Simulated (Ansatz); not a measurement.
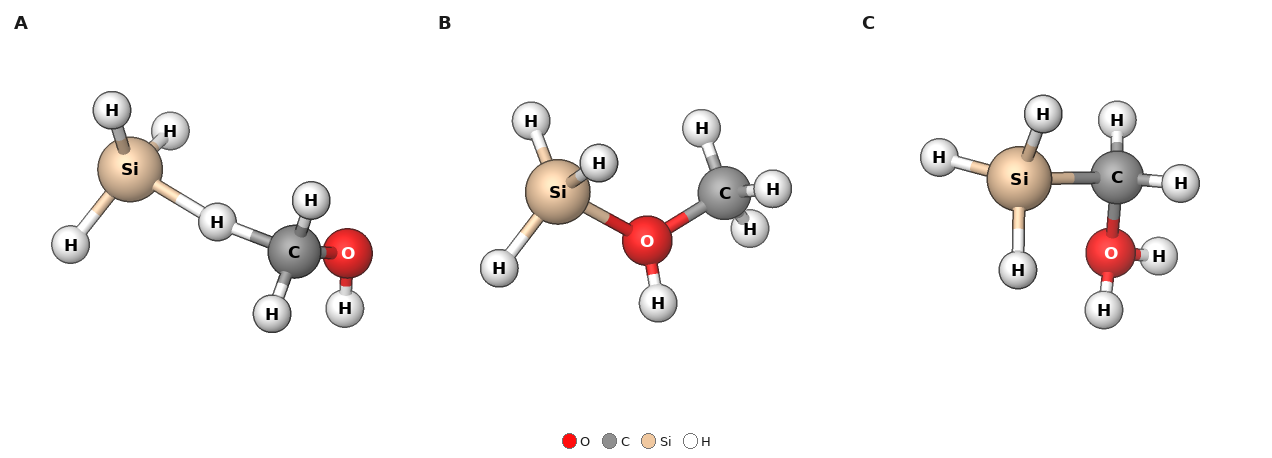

3 stationary structures of one formula. The species has charge +1 and is a spin singlet. Geometries: PBE-D4/def2-SVP. Electronic energies: PBE-D4/def2-SVP (Ansatz 0.2.0), without zero-point energy. No frequency run is at hand to confirm each as a minimum. Each is one conformer, not always the lowest.

> Which is lowest in energy, and by how much?

B is lowest; C lies 1.095 eV above it, A lies 1.533 eV above it.
